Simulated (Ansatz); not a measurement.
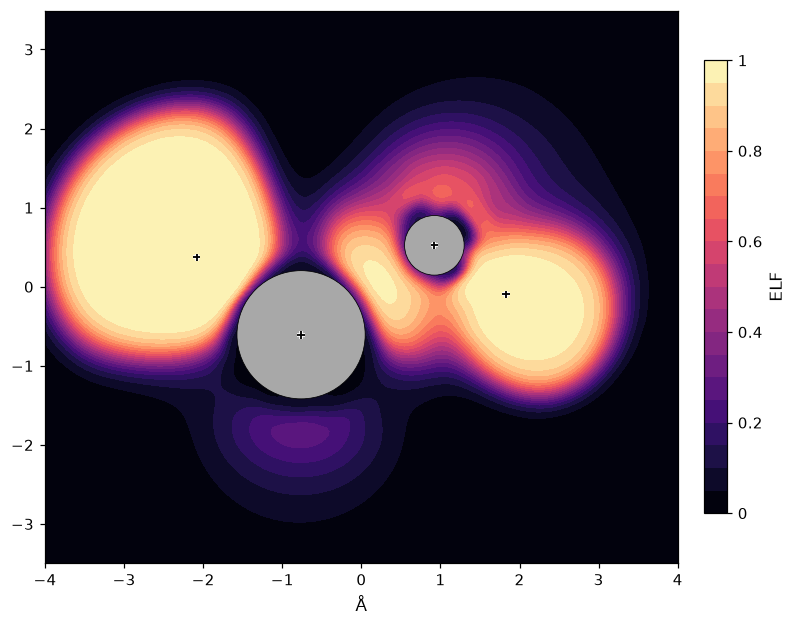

The ELF on a plane through atoms (crosses mark nuclei in the plane; grey discs cover the cores).

The calculation used Ansatz 0.2.0, RKS PBE0-D4/def2-TZVPD.

Candidates:
A. CH6Al (charge −1)
B. B5H5O (charge −2)

Question: Which system is this?

Answer: Candidate A: CH6Al on the plane of atoms Al1, C2 and H3, which holds Al, C and H. C–Al (2.03 Å): the ELF peaks at about 0.95 in the valence shell of C, 0.8 Å from its nucleus, and is about 0.90 at the midpoint. C–H (1.10 Å): the ELF climbs to about 1 towards the hydrogen, as it does in any bond to H; an ordinary covalent bond to hydrogen.
